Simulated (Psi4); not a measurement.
**USCAN/aug-cc-pVTZ (density fitting, sweep point 2) run of N2H3 (hydrazinyl radical)**

Aim: the energy change on altering one bond length of N2H3 (hydrazinyl radical) at USCAN/aug-cc-pVTZ (density fitting, sweep point 2), from 2 runs. 

The calculation is run with Psi4 1.11.

### 1 The system as given

The species is N2H3 (5 atoms), meant as a doublet with charge 0. SMILES: `[NH]N`. The coordinates come from a GFN2-xTB relaxation. This is one conformer, not always the lowest.

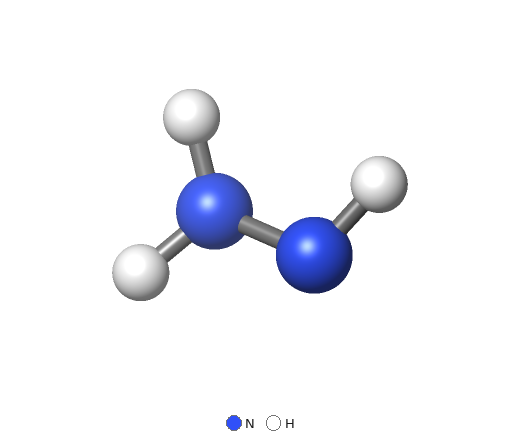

The structure, seen from a chosen angle (nitrogen blue, hydrogen white).

### 2 The energy at USCAN/aug-cc-pVTZ (density fitting, sweep point 2)

run.py

```python
import psi4

psi4.set_memory('1600 MB')
psi4.set_num_threads(1)
psi4.core.set_output_file('run.log', False)

molecule = psi4.geometry("""
0 2
N     -0.174970    -0.805480     0.447260
N     -0.126270     0.251970    -0.365880
H      0.751750    -0.989150     0.831090
H     -1.043070     0.577800    -0.638700
H      0.592550     0.964850    -0.273770
symmetry c1
""")

psi4.set_options({
    'reference': 'uks',
    'puream': True,
    'scf_type': 'df',
    'dft_radial_points': 99,
    'dft_spherical_points': 590,
    'maxiter': 150,
})

e_tot, wfn = psi4.energy('scan/aug-cc-pVTZ', molecule=molecule, return_wfn=True)
print(f'total energy {e_tot:.8f} hartree = {e_tot * 27.211386:.5f} eV')
```

On the command line:

```
$ python run.py
```

run.log:

```text
[...]
  Running in c1 symmetry.
[...]
  Nuclear repulsion =   36.700927742292535
[...]
  Multiplicity = 2
[...]
  Nalpha       = 9
  Nbeta        = 8
[...]
    Number of basis functions: 161
[...]
   @DF-UKS iter   1:  -110.97776372719635   -2.03842e-01   4.72044e-03 DIIS/ADIIS
[...]
   @DF-UKS iter  10:  -111.23137214378684   -3.31601e-08   2.58845e-07 DIIS
[...]
   @S^2 Observed:                7.563910933E-01
[...]
    Orbital Energies [Eh]
    ---------------------
    Alpha Occupied:
       1A    -14.209114     2A    -14.172297     3A     -0.950884
       4A     -0.705490     5A     -0.521737     6A     -0.448957
       7A     -0.363541     8A     -0.260014     9A     -0.159795
    Alpha Virtual:
      10A     -0.007217    11A      0.018139    12A      0.032066
      13A      0.076129    14A      0.078914    15A      0.092787
      16A      0.108234    17A      0.116619    18A      0.122297
      19A      0.134956    20A      0.154536    21A      0.160645
      22A      0.197229    23A      0.220468    24A      0.230538
      25A      0.258270    26A      0.265978    27A      0.280219
[...]
  @DF-UKS Final Energy:  -111.23137214378684
   => Energetics <=
    Nuclear Repulsion Energy =             36.7009277422925351
    One-Electron Energy =                -222.9169184038326534
    Two-Electron Energy =                  89.8440730789176882
    DFT Exchange-Correlation Energy =     -14.8594545611644300
    Empirical Dispersion Energy =           0.0000000000000000
    VV10 Nonlocal Energy =                  0.0000000000000000
    Total Energy =                       -111.2313721437868423
[...]
 Multipole Moments:
 ------------------------------------------------------------------------------------
     Multipole            Electronic (a.u.)      Nuclear  (a.u.)        Total (a.u.)
 ------------------------------------------------------------------------------------
 L = 1.  Multiply by 2.5417464519 to convert [e a0] to [Debye]
 Dipole X            :         -0.2009722            0.6373496            0.4363774
 Dipole Y            :         -0.3150680            1.1710979            0.8560299
 Dipole Z            :          0.0238106           -0.1721823           -0.1483717
 Magnitude           :                                                    0.9722276
[...]
```

On the terminal:

```text
total energy -111.23137214 hartree = -3026.75980 eV
```

Wall time 2 min (1 thread of AMD EPYC 7R43 (Zen 3), shared host); peak memory 1.1 GiB.

### 3 The distorted shape at the same level

run.py

```python
import psi4

psi4.set_memory(1600000000)
psi4.set_num_threads(1)
psi4.core.set_output_file('output.dat', False)

molecule = psi4.geometry("""
0 2
N     -0.638321    -0.713647     0.255349
N     -0.589621     0.343803    -0.557791
H      0.751750    -0.989150     0.831090
H     -1.506421     0.669633    -0.830611
H      0.129199     1.056683    -0.465681
symmetry c1
""")

options = {'basis': 'aug-cc-pVTZ', 'reference': 'uks', 'puream': True, 'scf_type': 'df', 'dft_radial_points': 99, 'dft_spherical_points': 590, 'maxiter': 150}
psi4.set_options(options)

e = psi4.energy('scan')
print(f'total energy {e:.8f} hartree = {e * 27.211386:.5f} eV')
```

On the command line:

```
$ python run.py
```

output.dat:

```text
[...]
  Running in c1 symmetry.
[...]
  Nuclear repulsion =   35.104342212862718
[...]
  Multiplicity = 2
[...]
  Nalpha       = 9
  Nbeta        = 8
[...]
    Number of basis functions: 161
[...]
   @DF-UKS iter   1:  -110.84689086355354   -2.07026e-01   4.98552e-03 ADIIS/DIIS
[...]
   @DF-UKS iter  13:  -111.15653394790880   -6.16895e-08   3.55941e-07 DIIS
[...]
   @S^2 Observed:                7.651702452E-01
[...]
    Orbital Energies [Eh]
    ---------------------
    Alpha Occupied:
       1A    -14.215019     2A    -14.212687     3A     -0.951662
       4A     -0.679767     5A     -0.516416     6A     -0.408694
       7A     -0.366385     8A     -0.260010     9A     -0.162578
    Alpha Virtual:
      10A     -0.066879    11A     -0.003015    12A      0.030040
      13A      0.055648    14A      0.074844    15A      0.080036
      16A      0.098473    17A      0.115224    18A      0.117475
      19A      0.133780    20A      0.147922    21A      0.157558
      22A      0.178718    23A      0.216120    24A      0.219582
      25A      0.258106    26A      0.259979    27A      0.276955
[...]
  @DF-UKS Final Energy:  -111.15653394790880
   => Energetics <=
    Nuclear Repulsion Energy =             35.1043422128627185
    One-Electron Energy =                -219.7143417127498424
    Two-Electron Energy =                  88.1674472764602655
    DFT Exchange-Correlation Energy =     -14.7139817244819469
    Empirical Dispersion Energy =           0.0000000000000000
    VV10 Nonlocal Energy =                  0.0000000000000000
    Total Energy =                       -111.1565339479087982
[...]
 Multipole Moments:
 ------------------------------------------------------------------------------------
     Multipole            Electronic (a.u.)      Nuclear  (a.u.)        Total (a.u.)
 ------------------------------------------------------------------------------------
 L = 1.  Multiply by 2.5417464519 to convert [e a0] to [Debye]
 Dipole X            :         -0.8011460            1.0294894            0.2283435
 Dipole Y            :         -0.1749567            1.0933784            0.9184217
 Dipole Z            :         -0.2352443           -0.0097656           -0.2450099
 Magnitude           :                                                    0.9775833
[...]
```

Standard output:

```text
total energy -111.15653395 hartree = -3024.72335 eV
```

Run time: 2.8 min. Hardware: 1 thread of AMD EPYC 7R43 (Zen 3), shared host; peak memory 1.3 GiB.

### 4 Results

Level: USCAN/aug-cc-pVTZ (density fitting, sweep point 2).

| quantity | value |
| --- | --- |
| first shape: total energy | -111.23137 Eh |
| first shape: dipole moment | 2.47 D |
| first shape: HOMO energy (highest over α and β) | -4.35 eV |
| first shape: LUMO energy (lowest over α and β) | -1.57 eV |
| first shape: ⟨S²⟩ | 0.756 |
| distorted shape: total energy | -111.15653 Eh |
| distorted shape: dipole moment | 2.48 D |
| distorted shape: HOMO energy (highest over α and β) | -4.42 eV |
| distorted shape: LUMO energy (lowest over α and β) | -1.82 eV |
| distorted shape: ⟨S²⟩ | 0.765 |
| energy change with the N1–H3 bond stretched from 1.020 to 1.530 Å | 2.036 eV |

**Reading.** With the N1–H3 bond stretched from 1.020 to 1.530 Å the energy rises by 2.04 eV (47 kcal/mol). The first shape isn't relaxed at this level, so the change isn't measured from a minimum.
